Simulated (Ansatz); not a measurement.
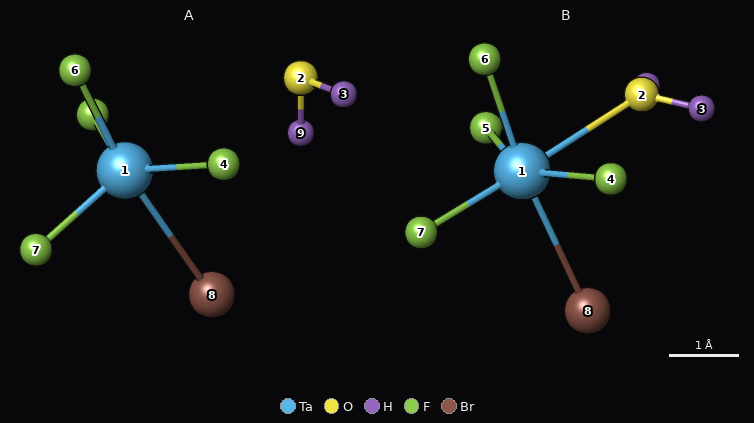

Two geometries of TaH$_{2}$OBrF$_{4}$, drawn at one scale. One is the start of a relaxation, the other its converged end. A ball-and-stick model, seen from a free direction.

Computed with Ansatz 0.2.0, RKS LDA/def2-SVP. (no spin polarisation; force threshold 0.03 eV/Å; at most 50 steps)

Which of the two is the end point?

Answer. Structure B is the relaxed one. The run prepares an end point of a later path (reaction) calculation, from a guessed geometry. Over 14 accepted moves (16 points after the start) the energy falls by 95.1 kJ/mol. Largest force component: 1.3 eV/Å at the start, 0.025 eV/Å at the end. The line search rejected the trial steps at points 7, 11 of the run. The atom that moves furthest after the best rigid fit is H9 (0.83 Å). By element the largest moves are H 0.83 Å, O 0.71 Å, F 0.58 Å, Ta 0.33 Å, Br 0.29 Å. Among the contacts that change: Ta1–O2 3.194 → 2.216 Å, Ta1–H3 3.446 → 2.807 Å, Ta1–H9 3.248 → 2.813 Å, Ta1–Br8 2.610 → 2.499 Å. New bonds form, among them: Ta1–O2 (3.19 → 2.22 Å). Bond angles that change, for instance: F4–Ta1–F5 135.6° → 149.6°, H3–O2–H9 103.0° → 110.5°, F4–Ta1–F7 112.3° → 105.2°.

Limits of the set-up: the start holds two separate molecules, 2.7 Å apart at their closest, whose relative position is a soft coordinate and is computed without a dispersion correction.
